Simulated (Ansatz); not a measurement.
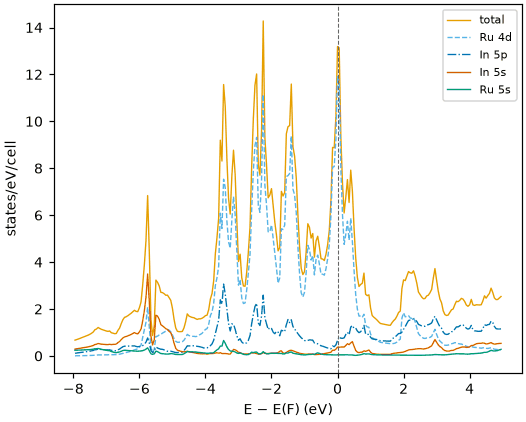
Figure: Total and projected density of states of InRu in space group P6/mmm (No. 191; Ru on 3f, In on 2d, In on 1a), PBE (plane waves, PAW; program Ansatz)

### Question
Which orbitals carry the states next to the Fermi level?

### Answer
Within 0.5 eV of the Fermi level: Ru 4d 84 %, In 5p 9 %. Projections are on Löwdin-orthogonalised atomic valence shells; empty p or d shells of many metals are not among them.

### Question
Where is the tallest occupied peak in this window, and what makes it?

### Answer
Near -2.2 eV, about 14 states/eV per cell; the largest projected share is Ru 4d.

The start of the workflow was typed in or built on a structure type; neither database checked (COD, Materials Project) lists it. Its standing as an ambient phase is unchecked. The cell was relaxed with PBE under the symmetry of its start; its stability against distortions is not shown here. The run is not spin-polarised. Its formation energy is positive at this level, so the cell may be metastable or incomplete. Spin–orbit coupling is left out wherever it is not named.

Potentials: the earlier of the program's two PAW sets.
